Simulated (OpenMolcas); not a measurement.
Single-point calculation of C3H3F3

System: C3H3F3, SMILES C=CC(F)(F)F.
Method: CASSCF/6-31G* (OpenMolcas 26.06).

The geometry comes from this level: GFN2-xTB.

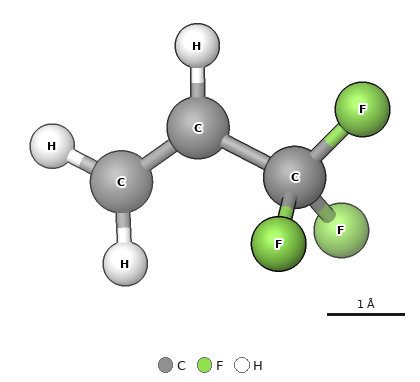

*The input geometry (ball-and-stick view, seen at a tilt).*

## Input
```
>>> EXPORT MOLCAS_PRINT=2
&GATEWAY
Coord=coord.xyz
Basis=6-31G*
Group=NoSym
RICD
&SEWARD
&RASSCF
FileOrb=$CurrDir/step1.ScfOrb
Spin=1
Nactel=6 0 0
Inactive=21
Ras2=6
OrbListing=Nothing
```

## File coord.xyz
```
9

C      0.076840    -1.344680     0.383060
C     -0.412050    -0.120740     0.445890
C      0.107180     0.975700    -0.437910
F     -0.051790     0.702480    -1.745700
F     -0.512620     2.141820    -0.213050
F      1.422110     1.199780    -0.263740
H      0.866990    -1.602380    -0.303250
H     -0.295870    -2.130040     1.016520
H     -1.200780     0.178060     1.118170
```

Run on 1 thread of Intel Xeon @ 2.50GHz (Skylake/Cascade Lake), 64 GiB of memory available, shared host.

Launched with:
```bash
export MOLCAS_MEM=1860
pymolcas step2.input > step2.log
```

## The program's output
```
--- Start Module: gateway ---

                                              &GATEWAY

                       available to each process: 1.9 GB of memory, 1 thread

++    Symmetry information:
      ---------------------

                    Character Table for C1

                             E
                    a        1  x, y, xy, Rz, z, xz, Ry, yz, Rx, I
--

++    Basis set information:
      ----------------------

      Basis set label: C.6-31G**....

      Electronic valence basis set:
      ------------------
      Associated Effective Charge   6.000000 au
      Associated Actual Charge      6.000000 au
      Nuclear Model: Point charge

      Shell  nPrim  nBasis  Cartesian Spherical Contaminant
         s      10       3        X
         p       4       2        X
         d       1       1        X

      Basis set label: F.6-31G**....

      Electronic valence basis set:
      ------------------
      Associated Effective Charge   9.000000 au
      Associated Actual Charge      9.000000 au
      Nuclear Model: Point charge

      Shell  nPrim  nBasis  Cartesian Spherical Contaminant
         s      10       3        X
         p       4       2        X
         d       1       1        X

      Basis set label: H.6-31G....

      Electronic valence basis set:
      ------------------
      Associated Effective Charge   1.000000 au
      Associated Actual Charge      1.000000 au
      Nuclear Model: Point charge

      Shell  nPrim  nBasis  Cartesian Spherical Contaminant
         s       4       2        X
--

++    Molecular structure info:
      -------------------------

                    ************************************************
                    **** Cartesian Coordinates / bohr, angstrom ****
                    ************************************************

     Center  Label                x              y              z                     x              y              z
        1      C1               0.145207      -2.541077       0.723878              0.076840      -1.344680       0.383060
        2      C2              -0.778662      -0.228166       0.842610             -0.412050      -0.120740       0.445890
        3      C3               0.202541       1.843806      -0.827530              0.107180       0.975700      -0.437910
        4      F4              -0.097869       1.327495      -3.298895             -0.051790       0.702480      -1.745700
        5      F5              -0.968711       4.047453      -0.402606             -0.512620       2.141820      -0.213050
        6      F6               2.687398       2.267256      -0.498396              1.422110       1.199780      -0.263740
        7      H7               1.638374      -3.028059      -0.573059              0.866990      -1.602380      -0.303250
        8      H8              -0.559113      -4.025192       1.920944             -0.295870      -2.130040       1.016520
        9      H9              -2.269145       0.336485       2.113035             -1.200780       0.178060       1.118170

                    ***************************************
                    *    InterNuclear Distances / bohr    *
                    ***************************************

               1 C1            2 C2            3 C3            4 F4            5 F5            6 F6
    1 C1       0.000000
    2 C2       2.493429        0.000000
    3 C3       4.651597        2.836405        0.000000
    4 F4       5.586380        4.476117        2.542532        0.000000
    5 F5       6.776320        4.457308        2.531492        4.067558        0.000000
    6 F6       5.574653        4.476494        2.542077        4.060007        4.067606        0.000000
    7 H7       2.036848        3.960503        5.085415        5.423612        7.542468        5.398739
    8 H8       2.032641        3.953279        6.525287        7.490709        8.410366        7.482509
    9 H9       4.004898        2.038223        4.126521        5.914857        4.668069        5.925772

               7 H7            8 H8            9 H9
    7 H7       0.000000
    8 H8       3.470343        0.000000
    9 H9       5.814118        4.688852        0.000000

                    *******************************************
                    *    InterNuclear Distances / angstrom    *
                    *******************************************

               1 C1            2 C2            3 C3            4 F4            5 F5            6 F6
    1 C1       0.000000
    2 C2       1.319466        0.000000
    3 C3       2.461519        1.500961        0.000000
    4 F4       2.956185        2.368659        1.345450        0.000000
    5 F5       3.585874        2.358706        1.339608        2.152459        0.000000
    6 F6       2.949979        2.368859        1.345209        2.148463        2.152484        0.000000
    7 H7       1.077853        2.095808        2.691085        2.870052        3.991302        2.856890
    8 H8       1.075628        2.091985        3.453033        3.963913        4.450574        3.959573
    9 H9       2.119301        1.078581        2.183661        3.130007        2.470236        3.135784

               7 H7            8 H8            9 H9
    7 H7       0.000000
    8 H8       1.836426        0.000000
    9 H9       3.076699        2.481234        0.000000

                    **************************************
                    *    Valence Bond Angles / degree    *
                    **************************************
                          Atom centers                 Phi
                      2 C2       1 C1       7 H7       121.58
                      2 C2       1 C1       8 H8       121.39
                      7 H7       1 C1       8 H8       117.03
                      1 C1       2 C2       3 C3       121.43
                      1 C1       2 C2       9 H9       123.89
                      3 C3       2 C2       9 H9       114.68
                      2 C2       3 C3       4 F4       112.53
                      2 C2       3 C3       5 F5       112.15
                      2 C2       3 C3       6 F6       112.56
                      4 F4       3 C3       5 F5       106.57
                      4 F4       3 C3       6 F6       105.97
                      5 F5       3 C3       6 F6       106.59

           ***************************************************************
           *              Valence Dihedral Angles / degree               *
           ***************************************************************
                    Atom centers                       Phi1     Phi2     Theta
           7 H7       1 C1       2 C2       9 H9        121.58   123.89  -179.94
           8 H8       1 C1       2 C2       9 H9        121.39   123.89    -0.00
           3 C3       2 C2       1 C1       7 H7        121.43   121.58     0.08
           3 C3       2 C2       1 C1       8 H8        121.43   121.39  -179.98
           1 C1       2 C2       3 C3       4 F4        121.43   112.53    60.29
           1 C1       2 C2       3 C3       5 F5        121.43   112.15  -179.56
           1 C1       2 C2       3 C3       6 F6        121.43   112.56   -59.37
           4 F4       3 C3       2 C2       9 H9        112.53   114.68  -119.69
           5 F5       3 C3       2 C2       9 H9        112.15   114.68     0.46
           6 F6       3 C3       2 C2       9 H9        112.56   114.68   120.65
--

            Nuclear Potential Energy            252.58497020 au

--- Stop Module: gateway /rc=_RC_ALL_IS_WELL_ ---

--- Start Module: seward ---

                                              &SEWARD

                       available to each process: 1.9 GB of memory, 1 thread

               SEWARD will generate:
                  Multipole Moment integrals up to order  2
                  Kinetic Energy integrals
                  Nuclear Attraction integrals (point charge)
                  One-Electron Hamiltonian integrals
                  Velocity integrals
                  Orbital angular momentum around (  0.2544   1.3259  -0.7023 )
                  Velocity quadrupole around (  0.2544   1.3259  -0.7023 )
                  RI decomposed two-electron repulsion integrals stored Cholesky style
                   - acCD auxiliary basis
                   - CD Threshold:   1.00E-04

                   Integrals are discarded if absolute value <: 1.00E-14
                   Integral cutoff threshold is set to       <: 1.00E-16

            Nuclear Potential Energy            252.58497020 au

      Basis set specifications :
      Symmetry species         a
      Basis functions           96

--- Stop Module: seward /rc=_RC_ALL_IS_WELL_ ---
--- Module seward spent 1 second ---

--- Start Module: rasscf ---

                                              &RASSCF

                       available to each process: 1.9 GB of memory, 1 thread

      Header of the ONEINT file:
      --------------------------

      OrdInt status: non-squared

      Cartesian coordinates in angstrom:
      -----------------------------------------------------
      No.  Label        X            Y            Z
      -----------------------------------------------------
       1   C1         0.07684000  -1.34468000   0.38306000
       2   C2        -0.41205000  -0.12074000   0.44589000
       3   C3         0.10718000   0.97570000  -0.43791000
       4   F4        -0.05179000   0.70248000  -1.74570000
       5   F5        -0.51262000   2.14182000  -0.21305000
       6   F6         1.42211000   1.19978000  -0.26374000
       7   H7         0.86699000  -1.60238000  -0.30325000
       8   H8        -0.29587000  -2.13004000   1.01652000
       9   H9        -1.20078000   0.17806000   1.11817000
      -----------------------------------------------------
      Nuclear repulsion energy =  252.58497020

++    Wave function specifications:
      -----------------------------

      Number of closed shell electrons          42
      Number of electrons in active shells       6
      Max number of holes in RAS1 space          0
      Max nr of electrons in RAS3 space          0
      Number of inactive orbitals               21
      Number of active orbitals                  6
      Number of secondary orbitals              69
      Spin quantum number                      0.0
      State symmetry                             1
--

++    Orbital specifications:
      -----------------------

      Symmetry species                           1
                                                 a
      Frozen orbitals                            0
      Inactive orbitals                         21
      Active orbitals                            6
      RAS1 orbitals                              0
      RAS2 orbitals                              6
      RAS3 orbitals                              0
      Secondary orbitals                        69
      Deleted orbitals                           0
      Number of basis functions                 96
--

++    CI expansion specifications:
      ----------------------------

      Number of CSFs                           175
      Number of spin combinations              210
      Number of determinants                   400
      Number of root(s) required                 1
      Root chosen for geometry opt.              1
      CI root used                               1

      highest root included in the CI            1
      max. size of the explicit Hamiltonian    175
--

++    Optimization specifications:
      ----------------------------

      RASSCF algorithm: LK RI/DF
      Maximum number of macro iterations       200
      Maximum number of SX iterations          100
      Threshold for RASSCF energy            1.000E-08
      Threshold for max MO rotation          1.000E-01
      Threshold for max BLB element          1.000E-04
      Level shift parameter                  5.000E-01
      Make Quasi-Newton update
--

      The MO-coefficients are taken from the file:
      step1.ScfOrb
      Title: SCF orbitals

      Total molecular charge    0.00

      ************************************************************************************************************************
      *                                            Wave function control section                                             *
      ************************************************************************************************************************

                                         RASSCF iterations: Energy and convergence statistics
                                         ----------------------------------------------------

          iter iter root      energy       change     param      element    value   shift minimum  type update hh:mm:ss
 Nr of preliminary CI iterations:   1
        1   1   16    1  -413.67088247    0.00E+00   3.65E-01*  25  40 1 -2.05E-02*  0.00   0.00    SX    NO    0:00:00
        2   1   15    1  -413.68967838   -1.88E-02*  2.92E-01*  24  36 1 -1.22E-02*  0.00   0.00    SX    NO    0:00:00
        3   1   10    1  -413.70008711   -1.04E-02*  1.34E-01*  24  36 1 -6.15E-03*  0.00   0.00    SX    NO    0:00:00
        4   1   10    1  -413.70319976   -3.11E-03* -9.04E-02   24  36 1 -2.70E-03*  0.00   0.00    SX    NO    0:00:00
        5   1   11    1  -413.70494272   -1.74E-03* -1.96E-01*  15  23 1 -1.66E-03*  0.00   2.50    QN   YES    0:00:00
        6   1   11    1  -413.70736366   -2.42E-03* -6.02E-02   12  26 1 -3.06E-03*  0.00   1.06    QN   YES    0:00:00
        7   1   12    1  -413.70634998    1.01E-03* -2.01E-01*  18  23 1 -2.48E-03*  0.00  -0.50    QN   YES    0:00:00
        8   1   10    1  -413.70854544   -2.20E-03* -5.85E-02   11  26 1  4.56E-03*  0.00   0.97    QN   YES    0:00:00
        9   1   10    1  -413.70963773   -1.09E-03*  9.01E-02   23  42 1  4.66E-03*  0.00   1.92    SX   YES    0:00:00
       10   1   10    1  -413.71294119   -3.30E-03*  1.50E-01*  23  42 1  4.66E-03*  0.00   2.26    QN   YES    0:00:00
       11   1   10    1  -413.71576435   -2.82E-03*  4.22E-02   23  43 1 -1.90E-03*  0.00   0.96    QN   YES    0:00:00
       12   1    9    1  -413.71605496   -2.91E-04*  1.75E-02   26  41 1  1.50E-03*  0.00   1.19    QN   YES    0:00:00
       13   1    9    1  -413.71625605   -2.01E-04*  2.32E-02   26  41 1  1.18E-03*  0.00   2.50    LS   YES    0:00:00
       14   1    9    1  -413.71640447   -1.48E-04*  2.22E-02   23  42 1  1.11E-03*  0.00   1.56    QN   YES    0:00:00
       15   1    9    1  -413.71653244   -1.28E-04* -1.21E-02   23  42 1  7.67E-04*  0.00   1.58    QN   YES    0:00:00
       16   1    9    1  -413.71658823   -5.58E-05*  8.19E-03   23  42 1  3.74E-04*  0.00   1.48    QN   YES    0:00:00
       17   1    9    1  -413.71661332   -2.51E-05* -6.91E-03   23  44 1 -3.54E-04*  0.00   1.72    QN   YES    0:00:00
       18   1    8    1  -413.71662837   -1.50E-05*  3.68E-03   23  44 1 -2.13E-04*  0.00   1.46    QN   YES    0:00:00
       19   1    8    1  -413.71663304   -4.67E-06* -1.64E-03   23  42 1 -1.28E-04*  0.00   1.39    QN   YES    0:00:00
       20   1    7    1  -413.71663414   -1.10E-06* -7.95E-04   23  42 1 -4.66E-05   0.00   1.34    QN   YES    0:00:00
       21   1    7    1  -413.71663442   -2.76E-07* -6.28E-04   23  44 1  3.50E-05   0.00   1.36    QN   YES    0:00:00
       22   1    6    1  -413.71663450   -8.84E-08* -3.89E-04   23  45 1  1.52E-05   0.00   1.26    QN   YES    0:00:00
       23   1    6    1  -413.71663453   -2.38E-08* -1.05E-04   23  42 1  9.45E-06   0.00   1.20    QN   YES    0:00:00
       24   1    5    1  -413.71663453   -5.20E-09  -5.80E-05   23  44 1 -4.11E-06   0.00   1.25    QN   YES    0:00:00
      Convergence after 24 iterations
       25   1    5    1  -413.71663453   -9.01E-10  -5.80E-05   23  44 1 -1.63E-06   0.00   1.25    QN   YES    0:00:00

      ************************************************************************************************************************
                                                      Wave function printout:
                       occupation of active orbitals, and spin coupling of open shells (u,d: Spin up or down)
      ************************************************************************************************************************

      Note: transformation to natural orbitals
      has been made, which may change the order of the CSFs.

      printout of CI-coefficients larger than  0.05 for root  1
      energy=    -413.716635
      conf/sym  111111     Coeff  Weight
             1  222000  -0.96954 0.94000
            11  220200   0.19973 0.03989
            39  ud20ud  -0.07993 0.00639

      Natural orbitals and occupation numbers for root  1
      sym 1:   1.982376   1.981247   1.914711   0.085955   0.017573   0.018137

      ************************************************************************************************************************
      *                                                    Final results                                                     *
      ************************************************************************************************************************

++    Final optimization conditions:
      ------------------------------

      Average CI energy                            -413.71663453
      RASSCF energy for state  1                   -413.71663453
      Super-CI energy                                -0.00000000
      RASSCF energy change                           -0.00000000
      Max change in MO coefficients              -1.854E-04
      Max non-diagonal density matrix element    -5.801E-05
      Maximum BLB matrix element                 -1.631E-06
      (orbital pair  23,  44 in symmetry   1)
      Norm of electronic gradient            7.618E-06
--

      Final state energy(ies):
      ------------------------

::    RASSCF root number  1 Total energy:   -413.71663453
      Von Neumann Entropy (Root   1) =  0.40299

      Mulliken population analysis for root number:  1
      -----------------------------------------------

++    Molecular charges:
      ------------------

      Mulliken charges per centre
      ---------------------------

                C1      C2      C3      F4      F5      F6      H7      H8      H9
      Total    6.3302  6.2419  4.8899  9.3730  9.3793  9.3729  0.8158  0.7988  0.7981

      N-E     -0.3302 -0.2419  1.1101 -0.3730 -0.3793 -0.3729  0.1842  0.2012  0.2019

      Total electronic charge=   48.000000

      Total            charge=   -0.000000
--

      Expectation values of various properties for root number:  1
      -----------------------------------------------------------

++    Molecular properties:
      ---------------------

      Charge (e):
                      =   -0.0000
      Dipole Moment (debye):
      Origin of the operator (angstrom)=    0.1346    0.7017   -0.3717
                   X= -7.2423E-01               Y= -2.1380E+00               Z=  1.4440E+00           Total=  2.6797E+00
      Quadrupole Moment (debye*angstrom):
      Origin of the operator (angstrom)=    0.1346    0.7017   -0.3717
                  XX= -3.2965E+01              XY= -1.2729E-01              XZ= -1.8462E+00              YY= -3.0095E+01
                  YZ= -1.5108E+00              ZZ= -3.2565E+01
      In traceless form (debye*angstrom)
                  XX= -1.6343E+00              XY= -1.9094E-01              XZ= -2.7693E+00              YY=  2.6699E+00
                  YZ= -2.2662E+00              ZZ= -1.0355E+00
--

      Average orbitals are written to the RASORB file
      Natural orbitals for root   1 are written to the RASORB.1 file
      Spin density orbitals for root   1 are written to the SPDORB.1 file

--- Stop Module: rasscf /rc=_RC_ALL_IS_WELL_ ---
--- Module rasscf spent 8 seconds ---

.##################.
.# Happy landing! #.
.##################.

    Timing: Wall=9.96 User=9.28 System=0.54
```

## Results in brief

```tsv
quantity	value
outcome	converged
total energy	−413.716635 hartree
CASSCF energy	−413.716635 hartree
basis functions	96
wall time	11 s
peak memory	0.081 GiB
```

## Notes

The record of the run, not the program, notes: an active orbital turned away from the chosen space.
